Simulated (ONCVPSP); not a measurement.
Run report: Ga, pseudopotential generation

- system: gallium (Ga, Z = 31), core [Ar], reference valence 3d10 4s2 (an ion of charge +1), valence charge 13.
- method: ONCV potential, LDA (Perdew-Zunger), scalar-relativistic, made with ONCVPSP 4.0.1

### The program's output (extracts)
```
ONCVPSP  (Optimized Norm-Conservinng Vanderbilt PSeudopotential)
scalar-relativistic version 4.0.1

#   n    l    f        energy (Ha)
    1    0    2.00    -3.7554603E+02
    2    0    2.00    -4.6613472E+01
    2    1    6.00    -4.0665982E+01
    3    0    2.00    -5.7255483E+00
    3    1    6.00    -3.9331554E+00
    3    2   10.00    -1.0198755E+00
    4    0    2.00    -6.1220096E-01

Reference configufation results
  iterations    28
  all-electron total energy (Ha)   -1.94090198D+03

Begin loop to  construct optimized pseudo wave functions
and semi-local pseudopoentials for all angular momenta

Calculating optimized projector #   1

 for l=   0

    Fraction of norm inside rc  0.211340
    Optimizing pswf for qcut=   3.81 a_B^-1,  ecut=   7.27 Ha
    Residual kinetic energy error=  5.06D-03 Ha

    Energy error per electron        Cutoff
         Ha          eV             Ha
         0.01000     0.27211        5.12
         0.00100     0.02721       53.08
         0.00010     0.00272       67.47
         0.00001     0.00027       75.99

   Wellstate for l =  1  n =  5
     eigenvalue =   0.0400
     asymptotic potential =   0.5400
     half-point radius =  8.7278

   Wellstate for l =  1  n =  5
     eigenvalue =   1.1400
     asymptotic potential =   1.6400
     half-point radius =  3.0859

Calculating optimized projector #   1

 for l=   1

    Fraction of norm inside rc  0.035889
    Optimizing pswf for qcut=   4.70 a_B^-1,  ecut=  11.06 Ha
    Residual kinetic energy error=  4.41D-04 Ha

    Energy error per electron        Cutoff
         Ha          eV             Ha
         0.01000     0.27211        1.70
         0.00100     0.02721        5.89
         0.00010     0.00272       49.77
         0.00001     0.00027      100.91

Calculating optimized projector #   2

 for l=   1

    Fraction of norm inside rc  0.110616
    Optimizing pswf for qcut=   4.70 a_B^-1,  ecut=  11.06 Ha
    Residual kinetic energy error=  1.42D-02 Ha

    Energy error per electron        Cutoff
         Ha          eV             Ha
         0.01000     0.27211       13.05
         0.00100     0.02721       58.67
         0.00010     0.00272      101.71

Calculating optimized projector #   1

 for l=   2

    Fraction of norm inside rc  0.815370
    Optimizing pswf for qcut=  15.39 a_B^-1,  ecut= 118.46 Ha
    Residual kinetic energy error=  1.48D-07 Ha

    Energy error per electron        Cutoff
         Ha          eV             Ha
         0.01000     0.27211       72.97
         0.00100     0.02721       85.74
         0.00010     0.00272       96.66
         0.00001     0.00027      105.22

Construct Vanderbilt / Kleinmman-Bylander projectors

B matrix Hermiticity error, ll=   1
   1   2   -2.9949E-05

  Orthonormal projector coefficients -7.4497E+01  6.1809E+00

Model core correction analysis
  based on d2Exc/dn_idn_j

d2excae - all-electron derivatives

   -2.941488D-02   -4.233947D-03
   -4.233891D-03   -3.933153D-03

d2excps - pseudofunction derivatives with no core correction

   -4.876091D-02   -5.168553D-03
   -5.168659D-03   -4.645014D-03

rms 2nd derivative error    9.702099E-03

Polynomial model core charge

d2excps - pseudofunction derivatives with core correction

   -3.399840D-02   -4.073744D-03
   -4.073689D-03   -4.025915D-03

rms 2nd derivative error    2.295023E-03

Pseudoatom total energy  -76.142438

Diagnostic tests using Vanderbilt-Kleinman-Bylander pseudopotentials
  1 or more projectors used as specified by nproj input data

   l    rcore       rmatch      e in        delta e   norm test  slope test

   0   1.5600313   1.6073972  -0.6122010  -0.0000004   1.0000027   0.9999921

   1   1.4606815   1.5050309   0.0400000  -0.0005971   1.0003829   1.0003829
run_diag: lschvkbbe ERROR   2   2   1  60  1.13999999E+00  9.75999991E-01
   1   1.4606815   1.5050309   1.1400000  -0.1640000   0.0340884   0.0928452

   2   1.1429792   1.1776825  -1.0198755  -0.0000095   0.9999939   1.0000140

 Testing for bound ghosts
   n   l    E NL Schr. Eq   E Basis Diag.   E Cutoff

       0                      -14.609070     76.33  WARNING - GHOST(-)
   1   0       -0.612201       -0.596028     76.33

       1                      -49.889322     70.95  WARNING - GHOST(-)
       1                       -2.799144     70.95  WARNING - GHOST(-)
   2   1       -0.341956       -0.264946     70.95

 Testing for highly-localized positive-energy ghosts
       l    <radius>/rc     E Basis Diag.   E Cutoff

       1        0.866590       33.696162     70.95  WARNING - GHOST(+)

Test configuration 0

   n   l     f        eae           eps        diff
   1   0  2.0000 -375.54603291
   2   0  2.0000  -46.61347225
   2   1  6.0000  -40.66598189
   3   0  2.0000   -5.72554829
   3   1  6.0000   -3.93315536
   3   2 10.0000   -1.01987552   -1.01988497   -9.45D-06
   4   0  2.0000   -0.61220096   -0.61220134   -3.84D-07

    Total energies and differences
      AE_ref= -1.94090198D+03  AE_tst= -1.94090198D+03  dif=  0.00D+00
      PS_ref= -7.61424382D+01  PS_tst= -7.61424382D+01  dif= -4.26D-14
      PSP excitation error=  4.26D-14

Test configuration 1

   n   l     f        eae           eps        diff
   1   0  2.0000 -375.23610779
   2   0  2.0000  -46.30652812
   2   1  6.0000  -40.35863702
   3   0  2.0000   -5.41792660
   3   1  6.0000   -3.62543321
   3   2 10.0000   -0.71296863   -0.71437643   -1.41D-03
   4   0  2.0000   -0.33715579   -0.33715126    4.53D-06
   4   1  1.0000   -0.10062281   -0.10060076    2.20D-05

    Total energies and differences
      AE_ref= -1.94090198D+03  AE_tst= -1.94111837D+03  dif= -2.16D-01
      PS_ref= -7.61424382D+01  PS_tst= -7.63588382D+01  dif= -2.16D-01
      PSP excitation error=  6.55D-06

Test configuration 2

   n   l     f        eae           eps        diff
   1   0  2.0000 -375.99705519
   2   0  2.0000  -47.05460604
   2   1  6.0000  -41.10797129
   3   0  2.0000   -6.17040259
   3   1  6.0000   -4.37790881
   3   2 10.0000   -1.46027975   -1.45731185    2.97D-03
   4   0  1.0000   -0.97301767   -0.97349313   -4.75D-04

    Total energies and differences
      AE_ref= -1.94090198D+03  AE_tst= -1.94011176D+03  dif=  7.90D-01
      PS_ref= -7.61424382D+01  PS_tst= -7.53519816D+01  dif=  7.90D-01
      PSP excitation error= -2.42D-04

Test configuration 3

   n   l     f        eae           eps        diff
   1   0  2.0000 -376.49515085
   2   0  2.0000  -47.53877312
   2   1  6.0000  -41.59334352
   3   0  2.0000   -6.65884644
   3   1  6.0000   -4.86602822
   3   2 10.0000   -1.94197170   -1.93733228    4.64D-03

    Total energies and differences
      AE_ref= -1.94090198D+03  AE_tst= -1.93895048D+03  dif=  1.95D+00
      PS_ref= -7.61424382D+01  PS_tst= -7.41891654D+01  dif=  1.95D+00
      PSP excitation error= -1.77D-03

Test configuration 4

   n   l     f        eae           eps        diff
   1   0  2.0000 -375.37067058
   2   0  2.0000  -46.43520245
   2   1  6.0000  -40.48739905
   3   0  2.0000   -5.55192119
   3   1  6.0000   -3.75920791
   3   2 10.0000   -0.84296074   -0.84340322   -4.42D-04
   4   1  3.0000   -0.15257530   -0.15256664    8.66D-06

    Total energies and differences
      AE_ref= -1.94090198D+03  AE_tst= -1.94062063D+03  dif=  2.81D-01
      PS_ref= -7.61424382D+01  PS_tst= -7.58609754D+01  dif=  2.81D-01
      PSP excitation error= -1.18D-04
```

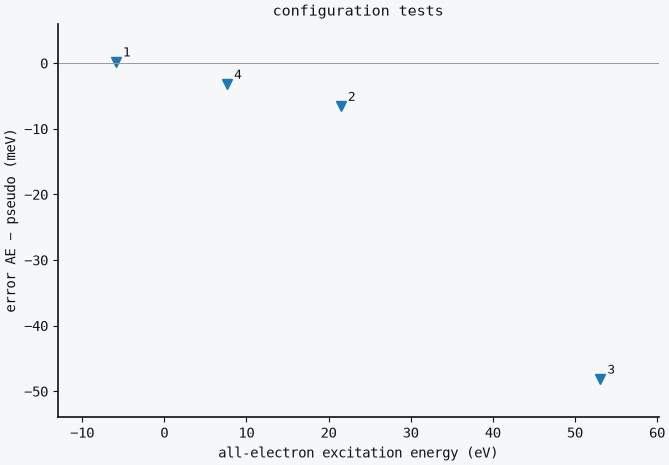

Fig. 1: Errors, all-electron minus pseudo, of the energies of valence configurations relative to the unpolarised reference 3d10 4s2. Points: 1 = 3d10 4s2 4p1; 2 = 3d10 4s1; 3 = 3d10 4s0; 4 = 3d10 4s0 4p3.

- Worst configuration: 3d10 4s0 (charge +3): the error is -48 meV on an all-electron energy of +53.10 eV relative to the reference, or 0.091 %. The potential isn't sound: its ghost test gives GHOST(-) flagged for s at -397.5 eV, p at -1357.6 eV, p at -76.2 eV; no localised positive-energy state flagged (flags above 300 eV left out).

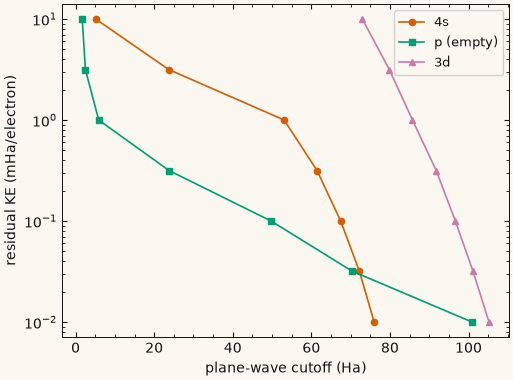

Fig. 2: Residual kinetic energy of the pseudo-waves (the first of each channel, and further valence shells) beyond the plane-wave cutoff, as the generator prints it.

- Cutoffs for the occupied states: 86 Ha for 1 mHa and 97 Ha for 0.1 mHa per electron. The first is set by 3d.
- Hardest wave at 1 mHa per electron: 3d, with rc = 1.14 bohr and qcut = 15.4 1/bohr. The optimisation minimises, but can't always remove, the kinetic energy above qcut²/2 = 118.6 Ha, and a larger rc would as a rule soften the wave at some cost in transferability.
- Cutoffs for 1 mHa per electron: 3d: 86 Ha; 4s: 53 Ha; p (empty): 5.9 Ha.

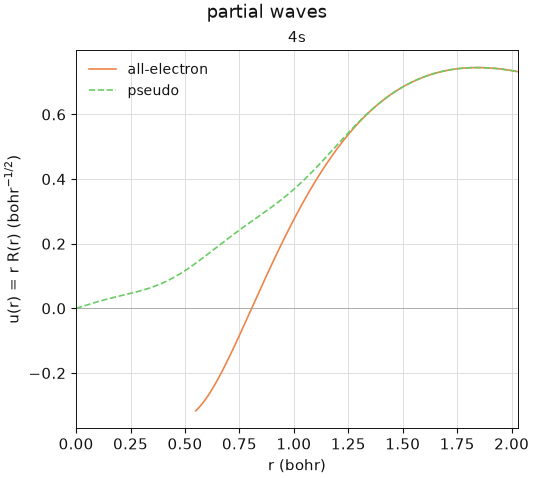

Fig. 3: Partial waves u(r) = r R(r), all-electron (solid) and pseudo (dashed). The innermost oscillations of some all-electron curves aren't drawn. Reference configuration 3d10 4s2.

- Matching radii: 4s at 1.56 bohr. The curves merge smoothly, so the plot gives these only roughly.
- Nodes of the pseudo-waves: 4s has no node.

### The input
```
# ATOM AND REFERENCE CONFIGURATION
# atsym  z   nc   nv     iexc    psfile
  Ga 31.00    5    2        3      upf
#
#   n    l    f
    1    0    2.00
    2    0    2.00
    2    1    6.00
    3    0    2.00
    3    1    6.00
    3    2   10.00
    4    0    2.00
#
# PSEUDOPOTENTIAL AND OPTIMIZATION
# lmax
    2
#
#   l,   rc,      ep,       ncon, nbas, qcut
    0    1.56    0.00    5    8    3.80
    1    1.46    0.04    3    6    4.70
    2    1.14    0.00    3    8   15.40
#
# LOCAL POTENTIAL
# lloc, lpopt,  rc(5),   dvloc0
    2    5    1.14    0.00
#
# VANDERBILT-KLEINMAN-BYLANDER PROJECTORs
# l, nproj, debl
    0    1    3.20
    1    2    1.10
    2    0    3.90
#
# MODEL CORE CHARGE
# icmod, fcfact, rcfact
    1    0.55    0.00
#
# LOG DERIVATIVE ANALYSIS
# epsh1, epsh2, depsh
   -3.00    5.00    0.02
#
# OUTPUT GRID
# rlmax, drl
    6.00    0.01
#
# TEST CONFIGURATIONS
# ncnf
    4
# nvcnf
#   n    l    f
    3
    3    2   10.00
    4    0    2.00
    4    1    1.00
#
    2
    3    2   10.00
    4    0    1.00
#
    2
    3    2   10.00
    4    0    0.00
#
    3
    3    2   10.00
    4    0    0.00
    4    1    3.00
#
```

Launched with:
```bash
oncvpsp.x < Ga.dat > Ga.out
```

### Key numbers

- outcome: generated, with a ghost state
- cutoffs needed: 86 Ha and 97 Ha (the cutoffs at which the residual kinetic energy of the hardest occupied pseudo-wave falls to 1 and 0.1 mHa per electron)
- ghost test: GHOST(-) flagged for s at -397.5 eV, p at -1357.6 eV, p at -76.2 eV; no localised positive-energy state flagged (flags above 300 eV left out)
- largest excitation error: -48 meV (all-electron minus pseudo) for 3d10 4s0, out of 4 test configurations
- rms error of d²Exc/dni dnj: 9.70 mHa without and 2.30 mHa with the model core
- range over which the phases arctan(r R′/R) at the test radius agree within 0.05 rad (a looser test near the poles than one of phase shifts): s: up to about 0.5 Ha; p: from about -2.2 Ha upwards; d: between about -1.8 and 0.9 Ha; f: not judged, local potential alone
- hardware: 1 CPU thread, shared host
- wall time: 1.9 s

### Remarks

The potential has a bound ghost state, so it can't be used as it stands. The scattering phases part by more than π/2 and stay apart in s from about 2.2 Ha: a level there is either far displaced or one that only the pseudo-atom has.
